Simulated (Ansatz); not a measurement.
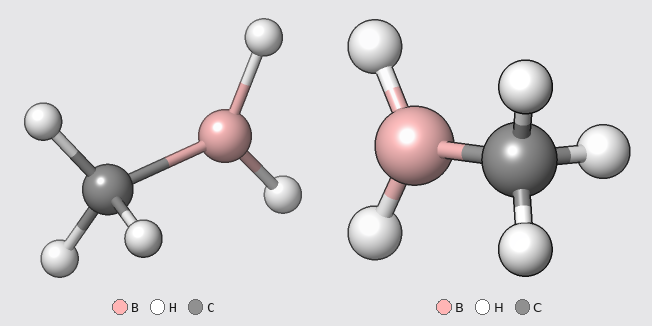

The same structure drawn twice, from different directions.

The geometry was computed by an optimisation with PBE0-D4/def2-TZVP.

What is the molecular formula?

Answer. CH5B, 7 atoms: 1 carbon, 5 hydrogen and 1 boron.

How many sets of symmetry-equivalent atoms are there?

Answer. 5: 1 B, 2 H, 1 C, 2 H, 1 H.

The parts below concern this one geometry. Atoms keep their numbers from picture to picture.

### Geometry

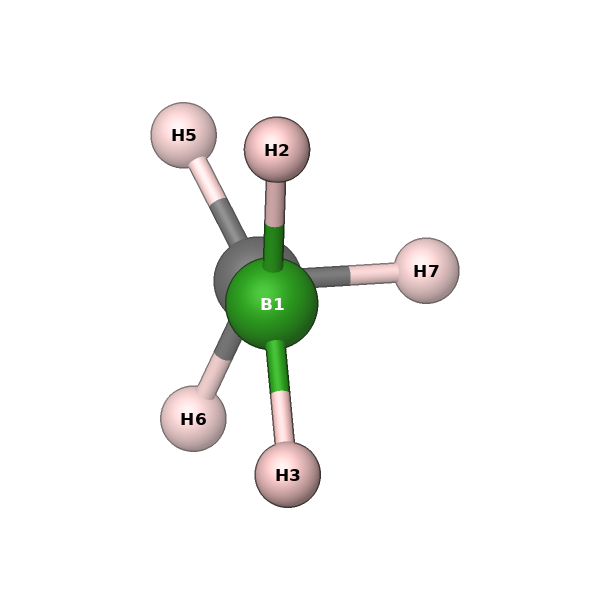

C4 lies behind B1. The molecule seen nearly along the B1–C4 bond, B1 in front. Depth is shown by fading: the farther an atom, the more it takes the colour of the background.

What is the torsion angle H2–B1–C4–H5? The sign is positive where the front bond must turn clockwise to cover the back bond.

Answer. −27°, synperiplanar.

### Electronic properties

Properties computed with RKS PBE0-D4/def2-TZVP (Ansatz 0.2.0).

What does the calculation give?

- dipole moment: 0.72 D
- dispersion correction: −4.8 kJ/mol

### Charges

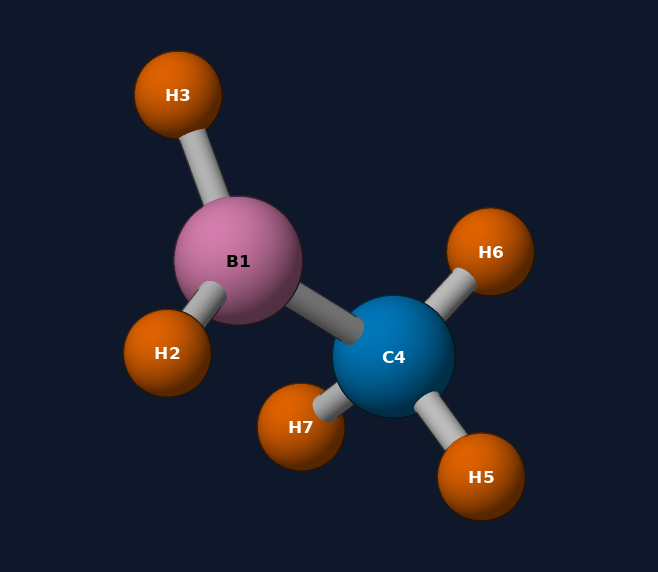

The questions are on Mulliken charges. Level of theory: RKS PBE0-D4/def2-TZVP (Ansatz 0.2.0).

Give the Mulliken charges atom by atom.

```
atom  value (e)
  B1      −0.03
  H2       0.01
  H3       0.01
  C4      −0.42
  H5       0.14
  H6       0.14
  H7       0.15
```

### Vibrations

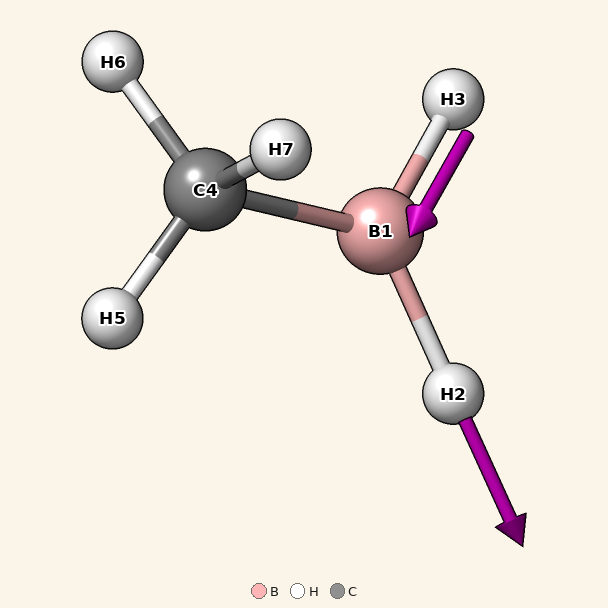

The arrows show one normal mode. Harmonic vibrations computed with RKS PBE0-D4/def2-TZVP (Ansatz 0.2.0) at a stationary point of the same level.

Describe the motion.

Answer. Mostly out-of-phase stretching of 2 B–H bonds.

Estimate its harmonic wavenumber.

Answer. 2643 cm⁻¹; it is mode 12 of 15 counted from the lowest.

Mulliken values depend strongly on the basis set and can even reverse the polarity of a bond.
